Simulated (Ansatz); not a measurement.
# CCSD(T)/STO-3G run of CH2AlN (SMILES N#[C][AlH2])

Aim: the vertical ionisation energy of CH2AlN at CCSD(T)/STO-3G, from 2 runs. 

The calculation is run with Ansatz 0.2.0.

72 further runs of the same task are left out: 3 that didn't finish, 69 set aside as unsound or not needed.

### 1 Starting point

CH2AlN: 5 atoms, total charge 0, spin state singlet. SMILES: `N#[C][AlH2]`. The shape is that of a PBE0-D4/def2-TZVP optimisation.

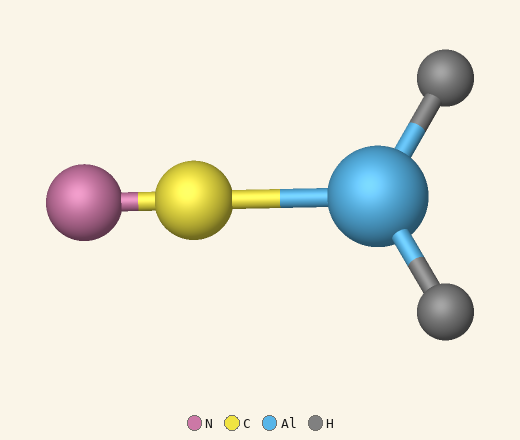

Viewed from a chosen angle; nitrogen pink, carbon yellow, aluminium blue, hydrogen grey.

### 2 A single-point energy at CCSD(T)/STO-3G

in.yaml reads:

```yaml
crystal:
  periodic: [false, false, false]
  atoms:
    - {symbol: "N", position_ang: [1.382300, -1.346000, 1.394200]}
    - {symbol: C, position_ang: [0.714200, -0.698000, 0.711800]}
    - {symbol: Al, position_ang: [-0.407200, 0.390000, -0.434600]}
    - {symbol: H, position_ang: [-1.629700, -0.322900, -1.120200]}
    - {symbol: H, position_ang: [-0.009700, 1.903200, -0.592600]}
basis:
  gaussian:
    orbitals: STO-3G
correlation:
  method: ccsd_t
  frozen_orbitals: {Al: 5, C: 1, H: 0, "N": 1}
accuracy: high
scf:
  omitted_lower_state_checks: [cluster_reference, increment]
```

Command:

```bash
ansatz run in.yaml --threads 1 --pin off --max-ram 2610MiB --events-out events.jsonl --progress --plain --runs-dir runs
```

The log of the run:

```text
Warning: RAYON_NUM_THREADS=1 ignored (pool sized by the plan → 1); use --threads N
Functional definition: HF
  name "HF"
  exchange = exact_x
  correlation = 0
these checks for a lower state are left out or cut short: cluster_reference, increment
374 factors; integrals over basis functions are off by at most 9.3e-9 eV
mean field evaluation 1: about -9012.4924 eV, gradient 3.2e1 eV
mean field evaluation 2: about -9012.4909 eV, gradient 3.2e1 eV
mean field evaluation 4: about -9015.5359 eV, gradient 2.1e0 eV
mean field evaluation 8: about -9015.5609 eV, gradient 5.5e-2 eV
mean field -9015.56094448 eV, -331.3157537431 hartree, gradient 7.4e-8 eV, S^2 0.000000; 0 other end points of the search recorded, 0 dependent functions left out
7 core orbitals not correlated: weight in the atoms' cores, before any rotation towards them, 0.999 or more for the frozen orbitals, at most 0.000 for the correlated occupied ones
reference -9015.56094448 eV, -331.3157537431 hartree; 7, 7 occupied and 7, 7 virtual orbitals, 374 factors
second order -4.86550227 eV of doubles, -0.00000000 eV of singles
cycle   1  -4.95115864 eV  change   -8.6e-2 eV  update   6.8e-2
cycle   2  -5.20886515 eV  change   -2.6e-1 eV  update   2.8e-2
cycle   3  -5.28064481 eV  change   -7.2e-2 eV  update   1.2e-2
cycle   4  -5.28920578 eV  change   -8.6e-3 eV  update   4.0e-3
cycle   5  -5.29537120 eV  change   -6.2e-3 eV  update   1.4e-3
cycle   6  -5.29625179 eV  change   -8.8e-4 eV  update   2.9e-4
cycle   7  -5.29610159 eV  change    1.5e-4 eV  update   9.3e-5
cycle   8  -5.29610792 eV  change   -6.3e-6 eV  update   3.0e-5
cycle   9  -5.29613420 eV  change   -2.6e-5 eV  update   8.6e-6
cycle  10  -5.29613205 eV  change    2.2e-6 eV  update   2.0e-6
cycle  11  -5.29613291 eV  change   -8.6e-7 eV  update   6.8e-7
cycle  12  -5.29613312 eV  change   -2.1e-7 eV  update   1.8e-7
cycle  13  -5.29613338 eV  change   -2.7e-7 eV  update   6.0e-8
cycle  14  -5.29613336 eV  change    2.8e-8 eV  update   2.8e-8
cycle  15  -5.29613340 eV  change   -4.3e-8 eV  update   1.7e-8
cycle  16  -5.29613283 eV  change    5.7e-7 eV  update   1.2e-7
cycle  17  -5.29613276 eV  change    6.6e-8 eV  update   3.7e-8
cycle  18  -5.29613270 eV  change    5.6e-8 eV  update   1.5e-8
cycle  19  -5.29613269 eV  change    1.7e-8 eV  update   4.5e-9
cycle  20  -5.29613268 eV  change    4.3e-9 eV  update   1.5e-9
cycle  21  -5.29613268 eV  change    1.6e-9 eV  update  6.0e-10
perturbative correction -0.05669521 eV, -0.0020835106 hartree
Total energy: -9020.91377238 eV, -331.5124665399 hartree
Checks for a lower state left out: cluster_reference, increment
```

It took 0.18 s on 1 thread of Arm Neoverse V1, shared host.

### 3 The doublet cation, same level

Changes to in.yaml since step 2:

```diff
@@ -11,2 +11,6 @@
     orbitals: STO-3G
+total_charge: 1
+magnetization:
+  spin_polarized: true
+  initial_magnetization: 1
 correlation:
```

Command:

```bash
ansatz run in.yaml --threads 1 --pin off --max-ram 2610MiB --events-out events.jsonl --progress --plain --runs-dir runs
```

The log of the run:

```text
Warning: RAYON_NUM_THREADS=1 ignored (pool sized by the plan → 1); use --threads N
[... 4 set-up lines as earlier in the session ...]
these checks for a lower state are left out or cut short: cluster_reference, increment
374 factors; integrals over basis functions are off by at most 9.3e-9 eV
mean field evaluation 1: about -9000.2805 eV, gradient 2.8e1 eV
mean field evaluation 2: about -9000.2850 eV, gradient 2.8e1 eV
mean field evaluation 4: about -9005.1654 eV, gradient 9.8e0 eV
mean field evaluation 8: about -9006.1405 eV, gradient 3.6e-1 eV
mean field evaluation 16: about -9006.1852 eV, gradient 4.8e-4 eV
mean field evaluation 32: about -9006.1818 eV, gradient 2.3e-1 eV
mean field evaluation 64: about -9006.6268 eV, gradient 3.2e0 eV
mean field evaluation 96: about -9006.8379 eV, gradient 2.6e-1 eV
mean field evaluation 128: about -9006.8228 eV, gradient 1.0e0 eV
mean field -9006.83395079 eV, -330.9950426401 hartree, gradient 1.9e-8 eV, S^2 1.068205; 16 other end points of the search recorded, 0 dependent functions left out
7 core orbitals not correlated: weight in the atoms' cores, before any rotation towards them, 0.999 or more for the frozen orbitals, at most 0.001 for the correlated occupied ones
reference -9006.83395079 eV, -330.9950426401 hartree; 7, 6 occupied and 7, 8 virtual orbitals, 374 factors
second order -3.61849342 eV of doubles, -0.00000000 eV of singles
cycle   1  -4.04732108 eV  change   -4.3e-1 eV  update   1.1e-1
cycle   2  -4.58794686 eV  change   -5.4e-1 eV  update   6.3e-2
cycle   3  -4.87815714 eV  change   -2.9e-1 eV  update   4.3e-2
cycle   4  -5.00180968 eV  change   -1.2e-1 eV  update   2.5e-2
cycle   5  -5.03065927 eV  change   -2.9e-2 eV  update   1.4e-2
cycle   6  -5.06406928 eV  change   -3.3e-2 eV  update   9.7e-3
cycle   7  -5.06593098 eV  change   -1.9e-3 eV  update   4.1e-3
cycle   8  -5.07250177 eV  change   -6.6e-3 eV  update   2.2e-3
cycle   9  -5.07293484 eV  change   -4.3e-4 eV  update   1.2e-3
cycle  10  -5.07175426 eV  change    1.2e-3 eV  update   5.1e-4
cycle  11  -5.07147715 eV  change    2.8e-4 eV  update   2.0e-4
cycle  12  -5.07138704 eV  change    9.0e-5 eV  update   6.8e-5
cycle  13  -5.07147352 eV  change   -8.6e-5 eV  update   2.7e-5
cycle  14  -5.07149048 eV  change   -1.7e-5 eV  update   1.2e-5
cycle  15  -5.07148521 eV  change    5.3e-6 eV  update   6.4e-6
cycle  16  -5.07147830 eV  change    6.9e-6 eV  update   3.1e-6
cycle  17  -5.07147626 eV  change    2.0e-6 eV  update   1.3e-6
cycle  18  -5.07147660 eV  change   -3.3e-7 eV  update   8.3e-7
cycle  19  -5.07147745 eV  change   -8.5e-7 eV  update   7.1e-7
cycle  20  -5.07147790 eV  change   -4.5e-7 eV  update   5.7e-7
cycle  21  -5.07147831 eV  change   -4.1e-7 eV  update   4.3e-7
cycle  22  -5.07147829 eV  change    2.2e-8 eV  update   2.8e-7
cycle  23  -5.07147819 eV  change    9.6e-8 eV  update   2.0e-7
cycle  24  -5.07147796 eV  change    2.4e-7 eV  update   9.4e-8
cycle  25  -5.07147792 eV  change    3.6e-8 eV  update   6.0e-8
cycle  26  -5.07147707 eV  change    8.5e-7 eV  update   1.7e-7
cycle  27  -5.07147671 eV  change    3.6e-7 eV  update   7.7e-8
cycle  28  -5.07147662 eV  change    8.4e-8 eV  update   3.6e-8
cycle  29  -5.07147661 eV  change    8.3e-9 eV  update   2.2e-8
cycle  30  -5.07147663 eV  change   -1.4e-8 eV  update   1.5e-8
cycle  31  -5.07147664 eV  change   -1.5e-8 eV  update   1.1e-8
cycle  32  -5.07147665 eV  change   -1.0e-8 eV  update   6.9e-9
cycle  33  -5.07147666 eV  change   -3.0e-9 eV  update   3.8e-9
cycle  34  -5.07147666 eV  change   3.1e-10 eV  update   2.7e-9
cycle  35  -5.07147666 eV  change   9.2e-10 eV  update   1.5e-9
perturbative correction -0.09758986 eV, -0.0035863611 hartree
Total energy: -9012.00301730 eV, -331.1850023307 hartree
Checks for a lower state left out: cluster_reference, increment
```

Run time: 0.7 s. Hardware: 1 thread of Arm Neoverse V1, shared host.

### 4 Summary of results

Level: CCSD(T)/STO-3G, 7 core orbitals frozen.

| quantity | value |
| --- | --- |
| singlet CH2AlN: total energy | -331.51247 Eh |
| singlet CH2AlN: correlation energy (7 core orbitals frozen) | -196.7 mEh |
| singlet CH2AlN: (T) correction | -2.08 mEh |
| singlet CH2AlN: T1 diagnostic | 0.007 |
| doublet cation: total energy | -331.18500 Eh |
| doublet cation: correlation energy (7 core orbitals frozen) | -190.0 mEh |
| doublet cation: (T) correction | -3.59 mEh |
| doublet cation: ⟨S²⟩ of the reference determinant | 1.068 |
| doublet cation: T1 diagnostic | 0.073 |
| vertical ionisation energy (to the doublet cation) | 8.911 eV |

Removing an electron at fixed nuclei costs 8.91 eV (205 kcal/mol). In a minimal basis such a difference can be off by several eV, whatever the method. The triples (singlet CH2AlN) make up 1.1 % of the correlation energy. ⟨S²⟩ (doublet cation) is 1.07 where a pure doublet has 0.75: the reference is spin-contaminated. The T1 diagnostic (doublet cation) of 0.073 is above the customary mark for such species, so a single reference may not serve. The triples (doublet cation) make up 1.9 % of the correlation energy.
